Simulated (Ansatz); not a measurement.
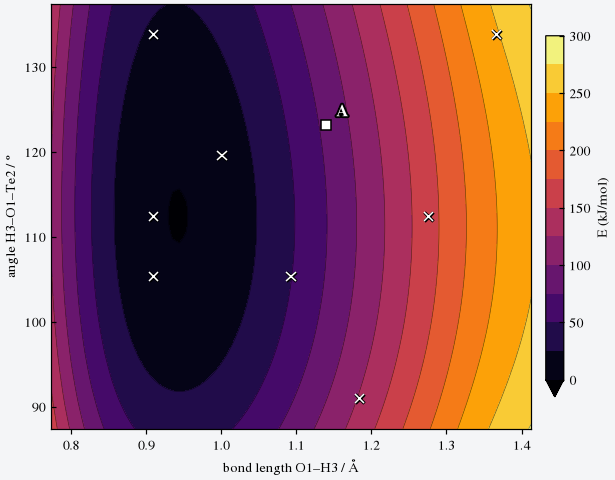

HOTe, SMILES O[Te], spin multiplicity 2. 
- Coordinates scanned: (1) bond length O1–H3; (2) angle H3–O1–Te2.
- Nothing is relaxed (all other coordinates rigid).
- Grid: 15 × 15 points. At 8 points there is no value.
- Energies are in kJ/mol, from the lowest grid point.
- Computed with Ansatz, UHF/def2-TZVP.

The picture shows filled contours, crosses at grid points without a value, the point A. Between grid points the surface is interpolated.

Is A at rest? If not, where is it pushed?

A, at bond length O1–H3 = 1.139 Å, angle H3–O1–Te2 = 123.1°, is not a stationary point. The computed force is 610 kJ/mol for each Å towards smaller values of bond length O1–H3 and 1.1 kJ/mol for each degree towards smaller values of angle H3–O1–Te2.
